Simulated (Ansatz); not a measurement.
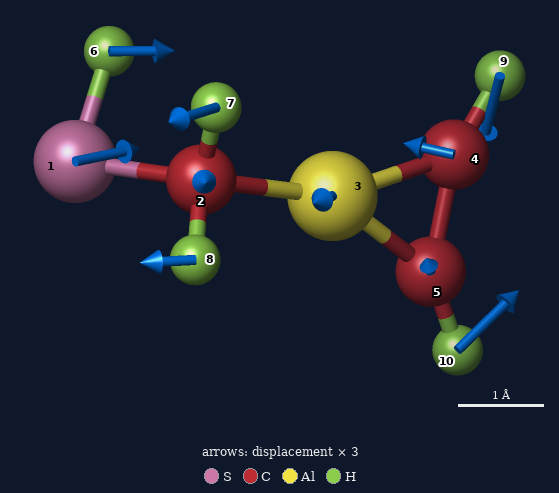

A relaxation of C$_{3}$H$_{5}$AlS (coarse preliminary run). The starting structure is drawn; blue arrows show the displacements, 3 times their true length. The two geometries are superimposed by the best rigid fit.

A ball-and-stick model, seen at a tilt.

The start comes from a force field.

Level of theory: Ansatz, RKS PBE-D4/def2-SVP.

The input:
```yaml
crystal:
  periodic: [false, false, false]
  atoms:
    - {symbol: S, position_ang: [-1.647500, -1.856100, -0.937600]}
    - {symbol: C, position_ang: [-0.196100, -1.658700, 0.056000]}
    - {symbol: Al, position_ang: [0.384100, 0.243300, 0.062500]}
    - {symbol: C, position_ang: [0.520200, 1.986300, 0.615400]}
    - {symbol: C, position_ang: [1.249100, 1.724600, -0.567500]}
    - {symbol: H, position_ang: [-2.482300, -1.077000, -0.029000]}
    - {symbol: H, position_ang: [-0.371900, -1.991100, 1.097500]}
    - {symbol: H, position_ang: [0.646800, -2.269300, -0.388000]}
    - {symbol: H, position_ang: [0.079700, 2.708700, 1.386300]}
    - {symbol: H, position_ang: [1.901000, 2.138100, -1.292600]}
basis:
  gaussian: {orbitals: def2-SVP}
hamiltonian: {xc: pbe, dispersion: d4}
relax: {f_tol: 0.03, max_steps: 200}
```

Run as
```bash
ansatz run in.yaml --threads 4 --pin off --events-out ev --progress --plain --max-ram 10444MiB
```

### What did the optimiser do to the structure, and how much energy did it gain?

The atom that moves furthest after the best rigid fit is H9 (0.42 Å). Largest moves by element: H 0.42 Å, S 0.34 Å, C 0.21 Å, Al 0.17 Å. Among the contacts that change: S1–C2 1.770 → 1.872 Å, S1–H6 1.459 → 1.365 Å, C5–H10 1.059 → 1.108 Å, Al3–C4 1.834 → 1.882 Å. Among the angles between lasting bonds that change: C5–C4–H9 151.5° → 127.8°, Al3–C4–H9 140.8° → 163.9°, S1–C2–Al3 110.4° → 92.5°. After 9 accepted moves (10 points after the start) the energy has fallen by 0.893 eV. The largest force component goes from 2.2 to 0.013 eV/Å. The line search rejected the trial step at point 9 of the run. The run took 8.5 s on 4 threads of INTEL XEON PLATINUM 8581C @ 2.10GHz, with other jobs on the host.
